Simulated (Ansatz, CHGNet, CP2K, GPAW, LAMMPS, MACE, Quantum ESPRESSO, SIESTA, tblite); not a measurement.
**Amorphous Ge (61 atoms): other programs against plane waves**

Aim: forces, pressure of amorphous Ge (61 atoms) at one geometry, from other programs and methods, against plane-wave PBE.

Results are calculated, not measured.

## Step 1: The cell

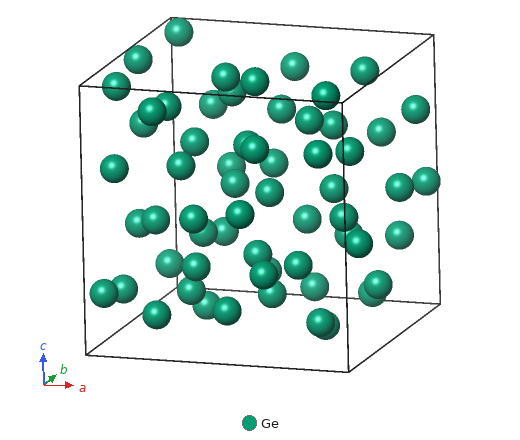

The cell (germanium teal).

The cell holds 61 atoms (61 Ge), with edges of 10.65, 10.65 and 10.65 Å. Recipe: 61 atoms (61 Ge) placed at random at 6.09 g/cm³, melted at 3500 K for 10 ps at fixed volume with the Tersoff potential (Tersoff, Phys. Rev. B 39, 5566 (1989)). Quenched from 3500 K to 100 K at 5 K/ps and fixed volume, held 5 ps, then minimised at fixed cell. The density is 6.09 g/cm³.

## Step 2: The reference input

Quantum ESPRESSO 7.5: Kohn-Sham DFT, PBE, SSSP efficiency 1.3.0 pseudopotentials, plane waves. Its input, pw.in:

```
&control
  calculation = 'scf'
  pseudo_dir = './pseudo'
  outdir = './tmp'
  disk_io = 'none'
  tprnfor = .true.
  tstress = .true.
/
&system
  ibrav = 0
  nat = 61
  ntyp = 1
  ecutwfc = 45
  ecutrho = 360
  nosym = .true.
  occupations = 'smearing'
  smearing = 'fd'
  degauss = 0.003675
/
&electrons
  conv_thr = 3.0e-07
  electron_maxstep = 100
  mixing_beta = 0.2
  mixing_mode = 'local-TF'
  diagonalization = 'david'
/
ATOMIC_SPECIES
Ge 72.630 Ge.upf
CELL_PARAMETERS angstrom
10.64970 0.00000 0.00000
0.00000 10.64970 0.00000
0.00000 0.00000 10.64970
ATOMIC_POSITIONS crystal
Ge 0.01819 0.34653 0.91139
Ge 0.53853 0.49839 0.51182
Ge 0.66378 0.06235 0.32431
Ge 0.71441 0.29075 0.30579
[... 55 atom lines left out ...]
Ge 0.60390 0.16598 0.76049
Ge 0.90408 0.60953 0.16548
K_POINTS gamma
```

```console
$ OMP_NUM_THREADS=1 mpirun -np 4 pw.x -in pw.in > output.txt
```

The job ended after 2.7 min (4 MPI ranks of Arm Neoverse V1, shared host; peak memory 3.6 GiB).

It converged with an r.m.s. force component of 0.28 eV/Å and a pressure of 9.3 GPa.

## Step 3: What was run beside it

- CHGNet: machine-learned potential, published weights.
- CP2K 2026.2: Gaussian basis with GTH pseudopotentials and a plane-wave density; labels give functional, basis (MOLOPT sets; SR short-range, UZH the newer set with its own potentials), grid cutoff/relative cutoff and solver (OT: orbital transformation; TRS4, TC2, SIGN: linear-scaling purification with its sparsity filter), or its built-in tight binding.
- GPAW 26.7.0: PAW with atomic orbitals (LCAO), plane waves or a real-space grid of spacing h.
- MACE: machine-learned potential, published weights.
- SIESTA 5.4.2: numerical atomic orbitals, whose automatically made sets are far from complete, with PseudoDojo norm-conserving potentials that we converted to its format (checked against plane waves on the same files for H, C, O, Si, Ge and Ca alone); labels give functional, basis size, energy shift and mesh cutoff.
- tblite 0.8.0: extended tight binding, driven from Python.

All use the same cell and atoms, and the electronic-structure runs the same k-mesh.

## Step 4: Side by side

Differences are against the reference: forces as r.m.s. over components, share as that over the reference's r.m.s. force, slope as the fitted ratio of a run's forces to the reference's.

```
                                                                    run  Δ force, r.m.s. (meV/Å)  share (%)  slope  Δ pressure (GPa)  cores  CPU time  memory (GiB)
                                                              reference                        -          -      -                 -      4    11 min           3.6
                                                 CHGNet 0.3.0 potential                      256       91.3  0.304             -2.69      1     4.1 s          0.67
            CP2K PBE+rVV10L, DZVP-MOLOPT-SR, 350/50 Ry, diagonalisation                     36.4       13.0  1.034              1.26      2   3.2 min           2.8
          CP2K PBE, DZVP-MOLOPT-SR, 122/50 Ry, diagonalisation (coarse)                     31.0       11.1  1.026              1.55      1      68 s          0.65
          CP2K PBE, DZVP-MOLOPT-SR, 244/50 Ry, diagonalisation (coarse)                     31.0       11.1  1.026              1.55      2      96 s           1.3
                   CP2K PBE, DZVP-MOLOPT-SR, 350/50 Ry, diagonalisation                     31.0       11.1  1.026              1.55      2      91 s           1.6
                   CP2K PBE, DZVP-MOLOPT-SR, 350/70 Ry, diagonalisation                     31.0       11.1  1.026              1.55      2   2.1 min           1.6
           CP2K PBE, SZV-MOLOPT-SR, 350/50 Ry, diagonalisation (coarse)                      389        139  1.194             -1.29      1      47 s           1.5
         CP2K PBE, TZV2P-MOLOPT (SR for Ge), 350/50 Ry, diagonalisation                     18.8       6.70  1.020              1.06      4   2.3 min           3.4
                         CP2K PBE, TZVP-UZH, 350/50 Ry, diagonalisation                     26.1       9.30  1.033              1.15      4   2.8 min           3.4
  CP2K RPBE, PBE potentials, DZVP-MOLOPT-SR, 350/50 Ry, diagonalisation                     31.6       11.3  1.020              1.91      2      97 s           1.6
CP2K revPBE, PBE potentials, DZVP-MOLOPT-SR, 350/50 Ry, diagonalisation                     31.0       11.1  1.022              1.80      2      97 s           1.6
                                            GPAW LDA, LCAO dzp, h 0.2 Å                     24.6       8.79  1.009                 -      1   3.7 min           1.2
                                            GPAW PBE, LCAO dzp, h 0.2 Å                     48.1       17.2  1.070                 -      1   3.9 min           1.2
                      GPAW PBE, LCAO dzp, h 0.2 Å, other mixer settings                     47.9       17.1  1.069                 -      1   4.5 min           1.1
                                                 GPAW PBE, grid h 0.2 Å                     20.8       7.44  1.017                 -      4    18 min           3.2
                                           GPAW PBE, plane waves 550 eV                     15.1       5.40  1.017             0.401      4    15 min           2.2
                                            MACE MP-0b2 small potential                      249       88.8  0.359             -3.79      1     7.1 s          0.67
                                            MACE MPA-0 medium potential                      235       83.8  0.423            -0.503      1     8.5 s           0.8
                   SIESTA PBE, DZP, shift 0.01 Ry, mesh 150 Ry (coarse)                     95.1       33.9  1.120              3.83      1   2.7 min          0.67
                            SIESTA PBE, DZP, shift 0.01 Ry, mesh 300 Ry                     95.6       34.1  1.127              3.27      1   7.2 min           1.4
                    SIESTA PBE, SZ, shift 0.01 Ry, mesh 300 Ry (coarse)                      231       82.6  1.399              8.70      1   1.7 min           0.7
                            SIESTA PBE, TZP, shift 0.01 Ry, mesh 300 Ry                     81.3       29.0  1.100              2.47      2    10 min           1.9
                                                        tblite GFN1-xTB                      191       68.3  0.747              3.00      1     7.2 s          0.13
```

Rows marked coarse were listed beforehand as settings not expected to be converged; some can still land near the reference.

Times of the machine-learned potentials are mostly Python's start and the loading of weights.

Runs without a result: CP2K GFN1-xTB, diagonalisation (not converged); SIESTA PBE, SZP, shift 0.01 Ry, mesh 300 Ry (cut off at its time limit).

CPU time is summed over cores on shared hosts, so it is rough.

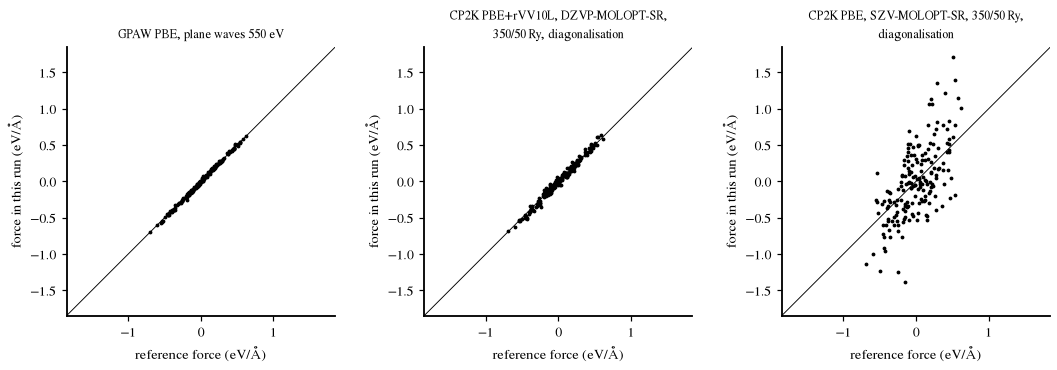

Force components against those of the reference; the line marks equality.

## Step 5: What came out

Forces lie from 5.4 % (GPAW PBE, plane waves 550 eV) to 139 % (CP2K PBE, SZV-MOLOPT-SR, 350/50 Ry, diagonalisation, coarse) of the reference's r.m.s. force of 0.28 eV/Å away from it. Other PBE runs on plane waves or a grid: GPAW PBE, grid h 0.2 Å 7.4 % and GPAW PBE, plane waves 550 eV 5.4 % of the r.m.s. force; the reference has errors of its own, so differences under a few per cent don't tell which side is nearer the exact PBE result. The PBE runs in local orbitals, coarse settings apart, differ by 6.7 % (CP2K PBE, TZV2P-MOLOPT (SR for Ge), 350/50 Ry, diagonalisation) to 34 % (SIESTA PBE, DZP, shift 0.01 Ry, mesh 300 Ry); basis, grid and potentials can all enter. Tight binding differs by 68 % (tblite GFN1-xTB); it is another model, with fitted parameters of its own, and the xTB methods hold dispersion.

Machine-learned potentials differ by 84 % (MACE MPA-0 medium potential) to 91 % (CHGNet 0.3.0 potential); they were trained on other programs' data. Among those trained on PBE data the slope goes as low as 0.30, with a correlation of 0.46, so directions differ as well as sizes. Rows with another functional or a dispersion term differ by 8.8 % (GPAW LDA, LCAO dzp, h 0.2 Å) to 13 % (CP2K PBE+rVV10L, DZVP-MOLOPT-SR, 350/50 Ry, diagonalisation), which mixes the change of model with differences of basis and potentials, some of them made for another functional. Runs with settings chosen to be coarse differ by 11 % (CP2K PBE, DZVP-MOLOPT-SR, 122/50 Ry, diagonalisation) to 139 % (CP2K PBE, SZV-MOLOPT-SR, 350/50 Ry, diagonalisation), their programs' other errors included. SIESTA PBE, DZP, shift 0.01 Ry, mesh 300 Ry stiffens the forces by a factor of 1.13 while following their directions (correlation 0.963). From CP2K PBE, DZVP-MOLOPT-SR, 122/50 Ry, diagonalisation to the finer CP2K PBE, DZVP-MOLOPT-SR, 350/70 Ry, diagonalisation the share goes from 11.1 to 11.1 %, so the grid isn't what parts these runs from the reference. From SIESTA PBE, DZP, shift 0.01 Ry, mesh 150 Ry to the finer SIESTA PBE, DZP, shift 0.01 Ry, mesh 300 Ry the share goes from 33.9 to 34.1 %, so the grid isn't what parts these runs from the reference. Pressures at PBE, coarse settings apart, lie +0.40 to +3.27 GPa from the reference's.

Caveats: Periodic xTB results under one method name differ between programs and library versions. The potentials hold different valence shells: 854 electrons in the reference, 244 in CP2K with TZVP-UZH and 244 in GPAW; this bears on time and differences. GPAW's setups keep the filled d shell of Ge in the core. The reference's pressure holds the uncorrected Pulay stress of its 45 Ry basis, so small pressure differences may be the reference's own error. Machine-learned potentials mimic data converged in k, so the reference's own k-point error enters their differences. The quench rate of 5 K/ps is many orders above laboratory rates, so the cell is likely richer in defects and strain than a real sample. The network of bonds at the start is that of the classical potential that made the cell, and needn't be the one that DFT or experiment would give. The electronic-structure runs sample only Γ, in a cell whose shortest periodic width is 11 Å, which is coarse for a cell with partly filled levels. The reference's pressure of 9.3 GPa reflects the volume that the recipe set, positions that aren't this level's minimum and the basis. Spin–orbit coupling is left out. Where levels are smeared, the DFT runs use Fermi–Dirac occupations at 580 K (0.05 eV), and energies are free energies. The reference's cutoffs and mesh weren't converged further here.

[Logs are printed without paths, hosts, clocks, repeated set-up lines and the standing remarks that a program may print on its own settings, such as how far it seeks lower states.]

[Hosts, paths, dates, database ids (printed as entryN), source tags and the programs' standing remarks are cut or masked in the printed files.]

[Cells were taken only where this reference lay near another plane-wave run.]
